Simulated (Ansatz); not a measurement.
Process, species as SMILES: FSF → F atom + [S]F (F-S)
B3LYP-D3(BJ)/def2-TZVP geometries, fixed; electronic energies without zero-point terms.
Largest species:
```
S
F 1 1.6052
F 1 1.6052 2 98.75
```
Charge 0, spin multiplicity 1.

Basis-set convergence of the bond dissociation energy at B3LYP with Ansatz (a first-principles code). Cartesian d functions, on some or all atoms, in 6-31+G*, 6-311G**; all else is spherical. The program fits the integrals of some runs and decomposes those of others, by size. Open shells are unrestricted. No added dispersion term, no relativity. Functions are those of the species that has most. Reference: the value in aug-cc-pV(5+d)Z, 88.56 kcal/mol, itself unsure by roughly 0.09 kcal/mol (its mean distance from pcseg-4, aug-pcseg-3, aug-cc-pV(Q+d)Z). Deviations are taken from unrounded values.

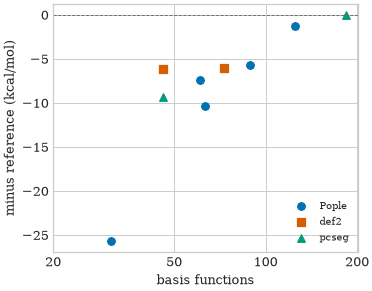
Deviation from the reference against the number of basis functions, by family of sets.

| basis | functions | bond dissociation energy (kcal/mol) | minus reference (kcal/mol) |
|---|---|---|---|
| 3-21G | 31 | 62.89 | -25.68 |
| def2-SVP | 46 | 82.40 | -6.16 |
| pcseg-1 | 46 | 79.20 | -9.36 |
| 6-31+G* | 61 | 81.17 | -7.40 |
| 6-311G** | 63 | 78.27 | -10.30 |
| def2-SVPD | 73 | 82.56 | -6.01 |
| 6-311++G(2d,2p) | 89 | 82.87 | -5.70 |
| 6-311++G(3df,3pd) | 125 | 87.36 | -1.21 |
| pcseg-3 | 184 | 88.56 | 0.00 |
